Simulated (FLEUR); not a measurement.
Band structure of EuCd3 (Fm-3m, 4 atoms in the cell).

```
CELL_PARAMETERS angstrom
      0.00000     3.66090     3.66090
      3.66090     0.00000     3.66090
      3.66090     3.66090     0.00000
ATOMIC_POSITIONS crystal
  Eu 0.00000 0.00000 0.00000
  Cd 0.25000 0.25000 0.25000
  Cd 0.75000 0.75000 0.75000
  Cd 0.50000 0.50000 0.50000
```
Moments meant for the start (each program seeds them in its own way; μB, in the order of the atoms Eu Cd Cd Cd): 7.0 0.0 0.0 0.0.

Method: PBEsol, all-electron FLAPW (FLEUR), scalar-relativistic valence run with FLEUR.

Settings: Kmax = 3.8 1/bohr; GmaxXC = 11.4 1/bohr; xcFunctional = PBEs; jspins = 2; l_soc = F; mode = hist; fermiSmearingEnergy = 0.00183747 Htr; mesh (inpgen div1-3) = 7 7 7; inpgen gamma flag = false; Gmax = 11.4 1/bohr; numbands = 0; maxIterBroyd = 99; imix = Anderson; alpha = 0.05.

The starting cell comes from a database of computed structures (which also holds hypothetical and non-ambient phases and stackings), without a prior relaxation at this level. Spin-orbit coupling is off. The f electrons are in the valence without U or exact exchange, which can misplace them near the Fermi level. Spin-orbit terms, which matter for f shells, are left out. Values depend on the basis (sphere radii, cutoffs, local orbitals), which need not be converged.

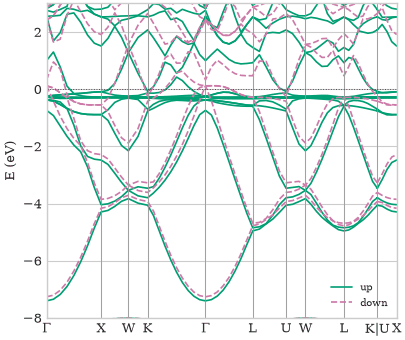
*Bands along the path, energies from the Fermi level.*

Levels in eV from the Fermi level, bands 36 to 43 of the first spin channel:
```
point     36     37     38     39     40    41    42    43
-----  -----  -----  -----  -----  -----  ----  ----  ----
Γ      -0.27  -0.25  -0.25  -0.25   1.00  2.55  2.55  2.76
X      -0.29  -0.28  -0.28  -0.09  -0.09  1.51  2.53  2.53
W      -0.28  -0.28  -0.28  -0.24   1.28  1.28  2.46  2.57
K      -0.28  -0.28  -0.28  -0.13  -0.08  2.07  2.53  2.78
L      -0.28  -0.27  -0.27  -0.27   0.93  1.46  2.53  2.53
U      -0.28  -0.28  -0.28  -0.13  -0.08  2.07  2.53  2.78
```
